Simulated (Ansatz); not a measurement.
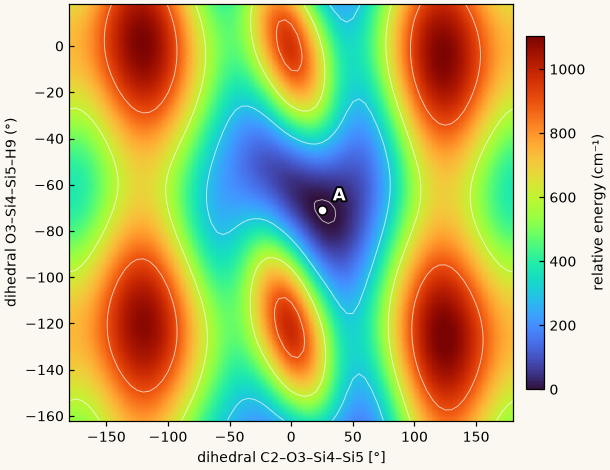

C2H6OSi2, SMILES C#CO[SiH2][SiH3]. 
- The first coordinate is: dihedral C2–O3–Si4–Si5; the second: dihedral O3–Si4–Si5–H9.
- Nothing is relaxed (all other coordinates rigid).
- Grid: 18 × 17 points.
- Points are written as (first, second).
- All energies are given in cm⁻¹ relative to the lowest grid point.
- Computed with Ansatz 0.2.0, RKS SPW92 (LDA)/def2-SVP.

In the figure: a smooth colour map with a few white contour lines, the point A. Between grid points the surface is interpolated.

Find the lowest pass out of the well at A.

The easiest path leads from the well at about (25°, −71°) to the well at about (−180°, −63°), about 390 cm⁻¹ higher. Its highest point lies about 710 cm⁻¹ above the bottom of the first well on the interpolated surface, at about (125°, −65°). Seen from the upper well the barrier is about 310 cm⁻¹. The start is the relaxed structure and all else is held, so a fully relaxed path at this level can only be lower.

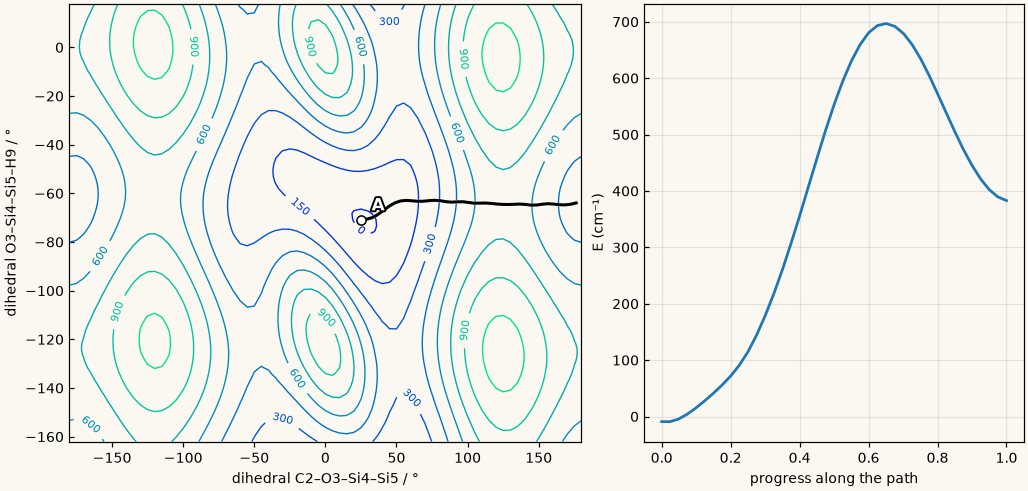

In the figure: contour lines labelled in cm⁻¹, a line along the lowest path, the energy along the path at the right. Between grid points the surface is interpolated.
